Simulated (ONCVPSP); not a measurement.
**An ONCV potential for Os: one input and its neighbour**

Aim: run the settings below and read what the generator makes of them, then set beside them a closely related input and test what it gives.

The numbers are computed with ONCVPSP 4.0.1 (PBEsol, scalar-relativistic, spin-unpolarised reference atom).

1 further run of the same task is left out (it didn't finish).

### Step 1. The atom and the settings

The settings as typed:

- element: osmium (Os, Z = 76)
- type: optimised norm-conserving Vanderbilt (ONCV)
- frozen core: [Kr] 4d10
- valence charge: 30
- reference configuration: 4f14 5s2 5p6 5d6 6s1.5 (charge +0.5)
- partial waves: 5s+6s: rc 1.80 bohr, ncon 3, nbas 7, qcut 9.5 1/bohr, 2 projectors; 5p: rc 1.80 bohr, ncon 4, nbas 8, qcut 8.2 1/bohr, 2 projectors, debl 2.6 Ha; 5d: rc 2.20 bohr, ncon 4, nbas 8, qcut 11.1 1/bohr, 2 projectors, debl 1.9 Ha; 4f: rc 0.80 bohr, ncon 3, nbas 8, qcut 25.7 1/bohr, 1 projector
- local potential: polynomial inside 0.75 bohr (lpopt 1, dvloc0 4 Ha)
- core correction: not asked for

An earlier all-electron run gives the scale for the radii.

All-electron outer shells of the reference configuration (PBEsol, scalar-relativistic, ld1.x):

```tsv
shell	level (eV)	outermost node (bohr)	outermost maximum (bohr)
4d	-276.58	0.21	0.44
5s	-95.49	0.51	0.91
4f	-55.90	–	0.40
5p	-54.76	0.55	1.03
5d	-10.11	0.60	1.36
6s	-9.60	1.20	2.45
6p	-4.02	1.43	3.26
```

### Step 2. Running these settings

Os.dat

```
# ATOM AND REFERENCE CONFIGURATION
# atsym  z   nc   nv     iexc    psfile
  Os 76.00    9    5  -116133      upf
#
#   n    l    f
    1    0    2.00
    2    0    2.00
    2    1    6.00
    3    0    2.00
    3    1    6.00
    3    2   10.00
    4    0    2.00
    4    1    6.00
    4    2   10.00
    4    3   14.00
    5    0    2.00
    5    1    6.00
    5    2    6.00
    6    0    1.50
#
# PSEUDOPOTENTIAL AND OPTIMIZATION
# lmax
    3
#
#   l,   rc,      ep,       ncon, nbas, qcut
    0    1.80    0.00    3    7    9.50
    1    1.80    0.00    4    8    8.20
    2    2.20    0.00    4    8   11.10
    3    0.80    0.00    3    8   25.70
#
# LOCAL POTENTIAL
# lloc, lpopt,  rc(5),   dvloc0
    4    1    0.75    4.00
#
# VANDERBILT-KLEINMAN-BYLANDER PROJECTORs
# l, nproj, debl
    0    2    3.20
    1    2    2.60
    2    2    1.90
    3    1    2.20
#
# MODEL CORE CHARGE
# icmod, fcfact, rcfact
    0    0.00    0.00
#
# LOG DERIVATIVE ANALYSIS
# epsh1, epsh2, depsh
   -5.00    5.00    0.04
#
# OUTPUT GRID
# rlmax, drl
    6.00    0.01
#
# TEST CONFIGURATIONS
# ncnf
    4
# nvcnf
#   n    l    f
    5
    4    3   14.00
    5    0    2.00
    5    1    6.00
    5    2    6.00
    6    0    2.00
#
    5
    4    3   14.00
    5    0    2.00
    5    1    6.00
    5    2    6.00
    6    0    1.00
#
    5
    4    3   14.00
    5    0    2.00
    5    1    6.00
    5    2    6.00
    6    0    0.00
#
    5
    4    3   14.00
    5    0    2.00
    5    1    5.00
    5    2    6.00
    6    0    2.00
#
```

On the command line:

```sh
oncvpsp.x < Os.dat > Os.out
```

Output in Os.out (without the consistency checks and plot data):

```text
[... the first 69 lines are left out ...]
    Energy error per electron        Cutoff
         Ha          eV             Ha
         0.01000     0.27211        9.79
         0.00100     0.02721       13.30
         0.00010     0.00272       23.34
         0.00001     0.00027       27.72

Calculating optimized projector #   2

 for l=   1

    Fraction of norm inside rc  0.056648
    Optimizing pswf for qcut=   8.21 a_B^-1,  ecut=  33.67 Ha
    Residual kinetic energy error=  4.50D-07 Ha

    Energy error per electron        Cutoff
         Ha          eV             Ha
         0.01000     0.27211        8.20
         0.00100     0.02721       11.60
         0.00010     0.00272       23.35
         0.00001     0.00027       28.43

   Wellstate for l =  2  n =  7
     eigenvalue =   1.5285
     asymptotic potential =   2.0285
     half-point radius =  4.3541

Calculating optimized projector #   1

 for l=   2

    Fraction of norm inside rc  0.760615
    Optimizing pswf for qcut=  11.10 a_B^-1,  ecut=  61.57 Ha
    Residual kinetic energy error=  7.98D-10 Ha
 ERROR pspot:  first pseudo wave function has node,          program will stop
 ERROR pspot: try changing psp parameters for this l
```

Run time: 1.1 s. Hardware: 1 thread, shared host.

### Step 3. What went wrong

This one fails, with the message "ERROR pspot: first pseudo wave function has node, program will stop". The reason: the optimised pseudo-wave of the first projector has a node, so the radial equation cannot be inverted for a potential.

The second input is set otherwise in this: s: qcut 9.5 → 8.3 1/bohr; p: qcut 8.2 → 7.1 1/bohr; d: qcut 11.1 → 9.8 1/bohr; f: qcut 25.7 → 22.5 1/bohr.

### Step 4. The neighbouring input

Edit Os.dat of step 2 so:

```diff
@@ -25,6 +25,6 @@
 #   l,   rc,      ep,       ncon, nbas, qcut
-    0    1.80    0.00    3    7    9.50
-    1    1.80    0.00    4    8    8.20
-    2    2.20    0.00    4    8   11.10
-    3    0.80    0.00    3    8   25.70
+    0    1.80    0.00    3    7    8.30
+    1    1.80    0.00    4    8    7.10
+    2    2.20    0.00    4    8    9.80
+    3    0.80    0.00    3    8   22.50
 #
```

On the command line:

```sh
oncvpsp.x < Os.dat > Os.out
```

What the program wrote to Os.out (without the consistency checks and plot data):

```text
ONCVPSP  (Optimized Norm-Conservinng Vanderbilt PSeudopotential)
scalar-relativistic version 4.0.1

#   n    l    f        energy (Ha)
    1    0    2.00    -2.7142315E+03
    2    0    2.00    -4.7283508E+02
    2    1    6.00    -4.1174720E+02
    3    0    2.00    -1.1013723E+02
    3    1    6.00    -9.2204525E+01
    3    2   10.00    -7.2175029E+01
    4    0    2.00    -2.3342996E+01
    4    1    6.00    -1.7461558E+01
    4    2   10.00    -1.0163998E+01
    4    3   14.00    -2.0542672E+00
    5    0    2.00    -3.5090657E+00
    5    1    6.00    -2.0125791E+00
    5    2    6.00    -3.7150372E-01
    6    0    1.50    -3.5270849E-01

Reference configufation results
  iterations    27
  all-electron total energy (Ha)   -1.72487640D+04

Begin loop to  construct optimized pseudo wave functions
and semi-local pseudopoentials for all angular momenta

Calculating optimized projector #   1

 for l=   0

    Fraction of norm inside rc  0.978981
    Optimizing pswf for qcut=   8.30 a_B^-1,  ecut=  34.44 Ha
    Residual kinetic energy error=  8.87D-08 Ha

    Energy error per electron        Cutoff
         Ha          eV             Ha
         0.01000     0.27211       16.18
         0.00100     0.02721       21.45
         0.00010     0.00272       25.61
         0.00001     0.00027       28.77

Calculating optimized projector #   2

 for l=   0

    Fraction of norm inside rc  0.112634
    Optimizing pswf for qcut=   8.30 a_B^-1,  ecut=  34.44 Ha
    Residual kinetic energy error=  5.44D-08 Ha

    Energy error per electron        Cutoff
         Ha          eV             Ha
         0.01000     0.27211       13.19
         0.00100     0.02721       19.79
         0.00010     0.00272       24.69
         0.00001     0.00027       28.23

   Wellstate for l =  1  n =  7
     eigenvalue =   0.5874
     asymptotic potential =   1.0874
     half-point radius =  5.3430

Calculating optimized projector #   1

 for l=   1

    Fraction of norm inside rc  0.927106
    Optimizing pswf for qcut=   7.09 a_B^-1,  ecut=  25.14 Ha
    Residual kinetic energy error=  2.06D-06 Ha

    Energy error per electron        Cutoff
         Ha          eV             Ha
         0.01000     0.27211       10.12
         0.00100     0.02721       12.67
         0.00010     0.00272       14.69
         0.00001     0.00027       21.66

Calculating optimized projector #   2

 for l=   1

    Fraction of norm inside rc  0.056648
    Optimizing pswf for qcut=   7.09 a_B^-1,  ecut=  25.14 Ha
    Residual kinetic energy error=  7.06D-06 Ha

    Energy error per electron        Cutoff
         Ha          eV             Ha
         0.01000     0.27211        8.23
         0.00100     0.02721       10.90
         0.00010     0.00272       18.07
         0.00001     0.00027       24.25

   Wellstate for l =  2  n =  7
     eigenvalue =   1.5285
     asymptotic potential =   2.0285
     half-point radius =  4.3541

Calculating optimized projector #   1

 for l=   2

    Fraction of norm inside rc  0.760615
    Optimizing pswf for qcut=   9.81 a_B^-1,  ecut=  48.08 Ha
    Residual kinetic energy error=  2.60D-09 Ha

    Energy error per electron        Cutoff
         Ha          eV             Ha
         0.01000     0.27211       11.98
         0.00100     0.02721       15.38
         0.00010     0.00272       26.72
         0.00001     0.00027       33.00

Calculating optimized projector #   2

 for l=   2

    Fraction of norm inside rc  0.135088
    Optimizing pswf for qcut=   9.81 a_B^-1,  ecut=  48.08 Ha
    Residual kinetic energy error=  1.28D-09 Ha

    Energy error per electron        Cutoff
         Ha          eV             Ha
         0.01000     0.27211       12.22
         0.00100     0.02721       15.72
         0.00010     0.00272       20.30
         0.00001     0.00027       32.12

Calculating optimized projector #   1

 for l=   3

    Fraction of norm inside rc  0.843743
    Optimizing pswf for qcut=  22.52 a_B^-1,  ecut= 253.58 Ha
    Residual kinetic energy error=  2.55D-06 Ha

    Energy error per electron        Cutoff
         Ha          eV             Ha
         0.01000     0.27211      185.78
         0.00100     0.02721      209.33
         0.00010     0.00272      227.47
         0.00001     0.00027      243.10

Construct Vanderbilt / Kleinmman-Bylander projectors

B matrix Hermiticity error, ll=   0
   1   2    5.0413E-04

  Orthonormal projector coefficients  2.0957E+01  2.1452E+00

B matrix Hermiticity error, ll=   1
   1   2   -2.9503E-04

  Orthonormal projector coefficients  1.4969E+01  1.4241E+00

B matrix Hermiticity error, ll=   2
   1   2   -1.7922E-04

  Orthonormal projector coefficients  1.2393E+01  1.6348E+00

Pseudoatom total energy -441.568127

Diagnostic tests using Vanderbilt-Kleinman-Bylander pseudopotentials
  1 or more projectors used as specified by nproj input data

   l    rcore       rmatch      e in        delta e   norm test  slope test

   0   1.8018974   1.8566069  -3.5090657   0.0000883   1.0016674   1.0016630
   0   1.8018974   1.8566069  -0.3527085   0.0000052   1.0000383   1.0000156

   1   1.8018974   1.8566069  -2.0125791  -0.0000006   1.0001641   1.0001658
   1   1.8018974   1.8566069   0.5874209   0.0000264   1.0003070   1.0003070

   2   2.2083169   2.2753662  -0.3715037   0.0000006   1.0000671   1.0000781
   2   2.2083169   2.2753662   1.5284963   0.0000318   1.0002115   1.0002115

   3   0.8035310   0.8279280  -2.0542672  -0.0000357   0.9999997   1.0000056

 Testing for bound ghosts
   n   l    E NL Schr. Eq   E Basis Diag.   E Cutoff

       0                       -3.643106     58.94  WARNING - GHOST(-)
   1   0       -3.508977       -3.508865     58.94
   2   0       -0.352703       -0.332009     58.94

   2   1       -2.012580       -2.012564     93.76

   3   2       -0.371503       -0.371163     70.73

   4   3       -2.054303       -2.052770    459.49

 Testing for highly-localized positive-energy ghosts
       l    <radius>/rc     E Basis Diag.   E Cutoff

       1        0.581354        5.139331     93.76  WARNING - GHOST(+)

Test configuration 0

   n   l     f        eae           eps        diff
   1   0  2.0000-2714.23149776
   2   0  2.0000 -472.83507666
   2   1  6.0000 -411.74719579
   3   0  2.0000 -110.13722605
   3   1  6.0000  -92.20452507
   3   2 10.0000  -72.17502927
   4   0  2.0000  -23.34299596
   4   1  6.0000  -17.46155842
   4   2 10.0000  -10.16399792
   4   3 14.0000   -2.05426716   -2.05430285   -3.57D-05
   5   0  2.0000   -3.50906568   -3.50897741    8.83D-05
   5   1  6.0000   -2.01257907   -2.01257963   -5.52D-07
   5   2  6.0000   -0.37150372   -0.37150311    6.06D-07
   6   0  1.5000   -0.35270849   -0.35270333    5.16D-06

    Total energies and differences
      AE_ref= -1.72487640D+04  AE_tst= -1.72487640D+04  dif=  0.00D+00
      PS_ref= -4.41568127D+02  PS_tst= -4.41568127D+02  dif= -3.21D-11
      PSP excitation error=  3.21D-11

Test configuration 1

psatom: WARNING lschvkbb convergence error n,l,iter=   1   0  27
ea(ii),et,emin,emax -3.432229E+00 -3.567049E+00 -3.567049E+00 -3.567049E+00
run_config: WARNING for fully non-local PS atom, stg. 1
 WARNING no output for configuration 2

Test configuration 2

   n   l     f        eae           eps        diff
   1   0  2.0000-2714.38579469
   2   0  2.0000 -472.98815390
   2   1  6.0000 -411.90030764
   3   0  2.0000 -110.29047731
   3   1  6.0000  -92.35777797
   3   2 10.0000  -72.32819008
   4   0  2.0000  -23.49634127
   4   1  6.0000  -17.61488609
   4   2 10.0000  -10.31726651
   4   3 14.0000   -2.20752233   -2.21290875   -5.39D-03
   5   0  2.0000   -3.66254176   -3.66318993   -6.48D-04
   5   1  6.0000   -2.16648932   -2.16659651   -1.07D-04
   5   2  6.0000   -0.52123334   -0.52108291    1.50D-04
   6   0  1.0000   -0.48468018   -0.48484702   -1.67D-04

    Total energies and differences
      AE_ref= -1.72487640D+04  AE_tst= -1.72485550D+04  dif=  2.09D-01
      PS_ref= -4.41568127D+02  PS_tst= -4.41358979D+02  dif=  2.09D-01
      PSP excitation error= -1.22D-04

Test configuration 3

   n   l     f        eae           eps        diff
   1   0  2.0000-2714.72317134
   2   0  2.0000 -473.32248145
   2   1  6.0000 -412.23472805
   3   0  2.0000 -110.62501229
   3   1  6.0000  -92.69231756
   3   2 10.0000  -72.66253363
   4   0  2.0000  -23.83101156
   4   1  6.0000  -17.94950705
   4   2 10.0000  -10.65173201
   4   3 14.0000   -2.54186363   -2.55382887   -1.20D-02
   5   0  2.0000   -3.99678512   -3.99856322   -1.78D-03
   5   1  6.0000   -2.50101650   -2.50148604   -4.70D-04
   5   2  6.0000   -0.84361046   -0.84333603    2.74D-04

    Total energies and differences
      AE_ref= -1.72487640D+04  AE_tst= -1.72479324D+04  dif=  8.32D-01
      PS_ref= -4.41568127D+02  PS_tst= -4.40735912D+02  dif=  8.32D-01
      PSP excitation error= -6.39D-04

Test configuration 4

psatom: WARNING lschvkbb convergence error n,l,iter=   1   0  35
ea(ii),et,emin,emax -3.716865E+00 -3.874666E+00 -3.874666E+00 -3.874666E+00
run_config: WARNING for fully non-local PS atom, stg. 1
 WARNING no output for configuration 5
```

Wall time 5.5 s (1 thread, shared host).

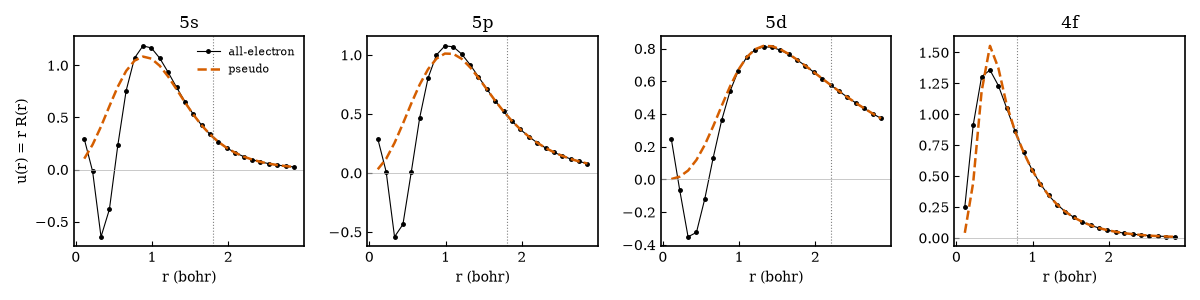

Bound waves of the atom and their pseudo partners (5s, 5p, 5d, 4f), with the matching radii dotted. The curves join 26 sampled radii, too few to resolve the innermost nodes.

### Step 5. Transferability, from the output's test configurations

2 tests gave no usable energy difference (4f14 5s2 5p6 5d6 6s2; 4f14 5s2 5p5 5d6 6s2).

Energies count from the reference configuration 4f14 5s2 5p6 5d6 6s1.5; the error is all-electron less pseudo.

```csv
valence configuration,charge,ΔE all-electron (eV),error AE − PS (meV)
4f14 5s2 5p6 5d6 6s1,+1,5.688,-3.3
4f14 5s2 5p6 5d6 6s0,+2,22.628,-17
```

### Step 6. Logarithmic derivatives

Taken from the files of the generation run. The phase is arctan(r·R′/R) of the radial function R, unwrapped, with energies in Ha. A pole is an energy at which the radial function vanishes at the test radius. The pseudo phase is shifted by a multiple of π to meet the all-electron one at the reference energy. Levels narrower than the energy grid can be missing from the poles. Where the grid stepped over a known ghost or core level, its pole and its step of π were put in at the level's energy. The last column is the largest difference on the grid between −0.5 and +0.5 Ha.

| channel | radius (bohr) | reference (Ha) | poles AE | poles PS | window around the reference with phases within 0.05 rad (Ha) | largest difference near zero (rad) |
| --- | --- | --- | --- | --- | --- | --- |
| s | 1.82 | -0.35 | -3.31, 4.54 | -3.64, -3.31, 4.49 | above -3.6 | 0.000 |
| p | 1.82 | -2.01 | -1.56 | -1.56, 4.88 | below 4.7 | 0.000 |
| d | 2.23 | -0.37 | 0.11, 4.81 | 0.11, 4.81 | the whole range | 0.000 |
| f | 0.81 | -2.05 | 0.16 | 0.28 | below 3.4 | 0.012 |

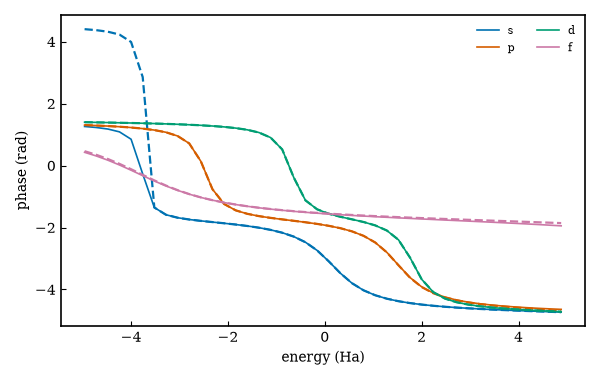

Phases by channel: all-electron solid, pseudo dashed.

### Step 7. Plane-wave cutoff and ghosts

Read off the output, the cutoffs (Ha) at which the residual kinetic energy of the hardest occupied pseudo-wave falls to 1 and 0.1 mHa per electron: 209 Ha and 227 Ha.

The program's own ghost test: GHOST(-) flagged for s at -99.1 eV; GHOST(+) flagged for p at 139.8 eV.

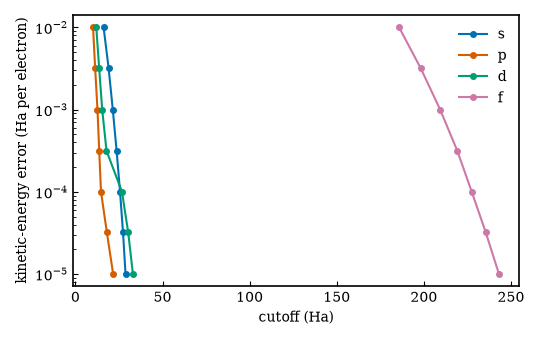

Convergence profile of the first projector's wave in each channel.

### Step 8. What came out

| quantity | value |
| --- | --- |
| first input | failed: ERROR pspot: first pseudo wave function has node, program will stop |
| second input | generated |
| cutoffs for 1 and 0.1 mHa per electron, occupied waves | 209 Ha and 227 Ha |
| bound ghosts | s at -99.13 eV |
| GHOST(+) flags | p at 140 eV |
| largest test error (AE − PS) | -17 meV, for 4f14 5s2 5p6 5d6 6s0 (2 tests unsolved) |
| largest phase difference near zero energy, channels read | 0.012 rad |

So this one change separates a failed generation from a finished one. It has a bound ghost (s), a state that the atom doesn't have, and that rules the file out. The worst unpolarised test, 4f14 5s2 5p6 5d6 6s0, is off by 17 meV on 22.6 eV; by total energies transferability rates as good where solved. Atomic tests can pass in spite of a ghost, since they solve only for the levels asked. Of the tests 2 gave no usable energy difference, which is a warning in itself. It counts as very hard, with 209 Ha needed at the looser tolerance. At the looser tolerance the 4f wave is the slowest; 5s needs 21 Ha. Near zero energy the phases of the channels with partial waves agree within 0.012 rad. The pseudo curves have a pole with no partner nearby in the atom's: s at -3.64 Ha. The program also flags highly localised states, GHOST(+) (p). All of this concerns the isolated atom, not yet a solid.
